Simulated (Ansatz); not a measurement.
C2H5F2NS: several calculations on one system

Part 1: Relaxation

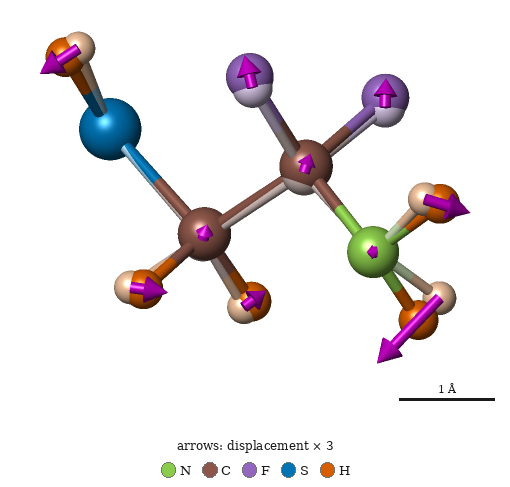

This is a relaxation of C2H5F2NS. The starting structure is drawn faded, the final one solid; purple arrows show the displacements, 3 times their true length. The two geometries are superimposed by the best rigid fit.

Style: ball-and-stick. Shown at a tilt.

The run prepares an end point of a later path (inversion) calculation, from a guessed geometry.

Method: Ansatz, RKS PBE-D4/def2-SVP.

Input
```yaml
crystal:
  periodic: [false, false, false]
  atoms:
    - { symbol: "N", position_ang: [-1.5389, -0.6794, 0.067] }
    - { symbol: C, position_ang: [-0.1565, -0.4767, 0.0932] }
    - { symbol: F, position_ang: [0.2195, -0.7947, 1.3293] }
    - { symbol: F, position_ang: [0.4292, -1.3934, -0.7468] }
    - { symbol: C, position_ang: [0.322, 0.9237, -0.301] }
    - { symbol: S, position_ang: [2.1383, 1.1319, -0.2051] }
    - { symbol: H, position_ang: [-1.8047, -0.751, -0.9212] }
    - { symbol: H, position_ang: [-1.7179, -1.5268, 0.4736] }
    - { symbol: H, position_ang: [-0.1043, 1.686, 0.4446] }
    - { symbol: H, position_ang: [0.012, 1.1811, -1.2796] }
    - { symbol: H, position_ang: [2.2666, 0.6426, 1.0665] }
basis:
  gaussian: { orbitals: def2-SVP }
hamiltonian:
  xc: pbe
  dispersion: d4
relax:
  f_tol: 0.015
  max_steps: 40
output:
  orbitals: {}
```

Command:
```bash
ansatz run input.yaml --threads 2 --pin off --max-ram 3072MiB --backend cpu --events-out ev --progress --plain --runs-dir out
```

Q: Atoms of which element are displaced furthest, and by how much?

A: Hydrogen: up to 0.32 Å, against 0.12 Å for fluorine.

Q: Describe the change and its energy.

A: Over 8 geometry steps the energy falls by 36.6 kJ/mol. Largest force component: 3.7 eV/Å at the start, 0.0069 eV/Å at the end. The largest move after the best rigid fit is that of H7, 0.32 Å. By element the largest moves are H 0.32 Å, F 0.12 Å, C 0.07 Å, N 0.04 Å, S 0.02 Å. Among the contacts that change: N1–H8 0.957 → 1.028 Å, C5–H10 1.058 → 1.108 Å, C2–F3 1.331 → 1.376 Å, C5–H9 1.148 → 1.107 Å. Among the angles between lasting bonds that change: S6–C5–H9 105.0° → 111.3°, N1–C2–F4 108.3° → 112.9°, C2–N1–H7 106.5° → 110.9°.

Part 2: Relaxation

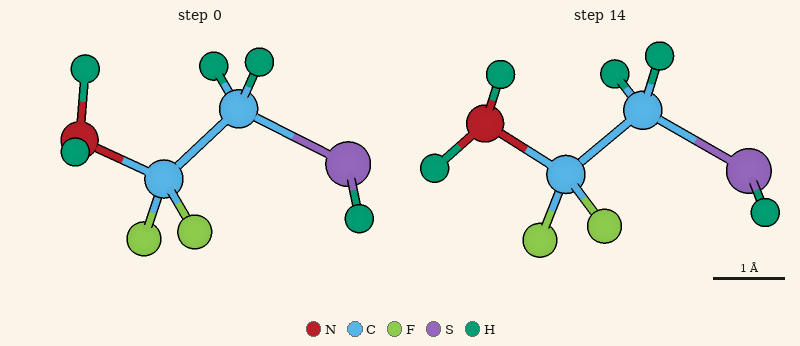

The structure of C2H5F2NS before (left) and after (right) a relaxation, at one scale.

Style: ball-and-stick. Shown at a tilt.

The run prepares an end point of a later path (inversion) calculation, from a guessed geometry.

All numbers below come from RKS PBE-D4/def2-SVP in Ansatz. Settings: no spin polarisation; force threshold 0.015 eV/Å; at most 40 steps.

> Describe what moved and what it gained.

The atom that moves furthest after the best rigid fit is an H atom (0.88 Å). Largest moves by element: H 0.88 Å, N 0.25 Å, F 0.19 Å, S 0.11 Å, C 0.08 Å. Some distances before and after: C–F 1.331 → 1.406 Å, H–N 0.957 → 1.027 Å, C–H 1.058 → 1.107 Å, C–H 1.148 → 1.110 Å. Bond angles that change, for instance: N–C–F 105.2° → 112.5°, S–C–H 105.0° → 110.8°, C–N–H 106.5° → 111.4°. Groups turn about C–N by about 65°. The energy falls by 52.8 kJ/mol in 13 accepted moves (14 points after the start). Largest force component: 3.7 eV/Å at the start, 0.0068 eV/Å at the end. The line search rejected the trial step at point 3 of the run. The run took 39 s on 2 threads of Arm Neoverse V2, with other jobs on the host, peak memory 0.15 GiB.

Part 3: Path

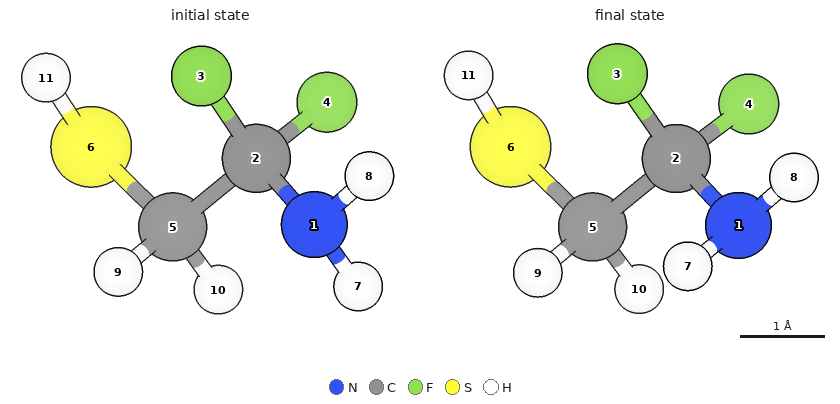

The two relaxed end points of a path for C₂H₅F₂NS. Style: ball-and-stick. Shown from a free direction.

These are results of Ansatz, RKS PBE-D4/def2-SVP, not measurements.

Run with 7 movable images; climbing image; force threshold 0.03 eV/Å; iteration limit 60.

Start:
```xyz
11

N    -1.5296   -0.6540    0.0918
C    -0.1188   -0.5354    0.1042
F     0.3177   -0.8409    1.3730
F     0.5082   -1.4583   -0.7237
C     0.3366    0.8767   -0.2718
S     2.1417    1.1285   -0.2275
H    -1.9052   -0.4538   -0.8414
H    -1.8024   -1.6096    0.3542
H    -0.1862    1.5959    0.3880
H     0.0310    1.0882   -1.3160
H     2.2725    0.8061    1.0896
```

End:
```xyz
11

N    -1.4684   -0.7635   -0.2598
C    -0.0907   -0.5724   -0.0107
F     0.2473   -0.7885    1.3373
F     0.6055   -1.5191   -0.7028
C     0.3673    0.8375   -0.3877
S     2.1418    1.1559   -0.1205
H    -2.0395   -0.0937    0.2655
H    -1.7482   -1.7166    0.0016
H    -0.2529    1.5759    0.1615
H     0.1850    0.9822   -1.4696
H     2.1182    0.8456    1.2056
```

> What barrier does the band find between them, and by what path?

The energy climbs by 2.78 kcal/mol to image 5 and then falls by 3.06 kcal/mol, so the end point sits at −0.28 kcal/mol. The motion is an umbrella inversion at N1. No bond forms or breaks between the ends. Bond angles that change up to the highest image, for instance: H7–N1–H8 108.5° → 119.1°, C2–N1–H7 110.9° → 121.4°. The band converged in 11 iterations. The largest component of the band force went from 21 to 0.017 eV/Å. The climbing image converged on the top of the path. Its vibrational analysis gives one imaginary mode (500i cm⁻¹), as a transition state must have.

Energies of the converged images:

```json
{"image": "0", "path (Å)": "0.00", "E (kcal/mol)": "0.00"}
{"image": "1", "path (Å)": "0.19", "E (kcal/mol)": "0.07"}
{"image": "2", "path (Å)": "0.39", "E (kcal/mol)": "0.32"}
{"image": "3", "path (Å)": "0.58", "E (kcal/mol)": "0.81"}
{"image": "4", "path (Å)": "0.78", "E (kcal/mol)": "1.92"}
{"image": "5", "path (Å)": "0.97", "E (kcal/mol)": "2.78"}
{"image": "6", "path (Å)": "1.25", "E (kcal/mol)": "1.15"}
{"image": "7", "path (Å)": "1.52", "E (kcal/mol)": "-0.08"}
{"image": "8", "path (Å)": "1.80", "E (kcal/mol)": "-0.28"}
```

The geometry at the top of the path:

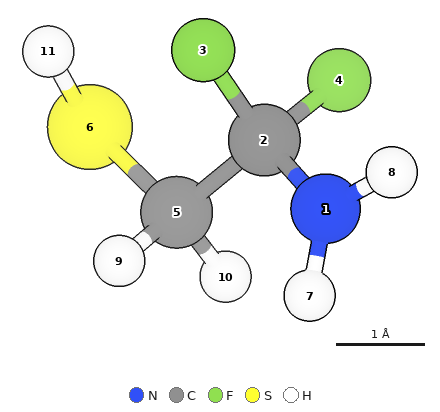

Cost: 3 min on 2 threads of Arm Neoverse V2, with other jobs on the host, peak memory 0.15 GiB.
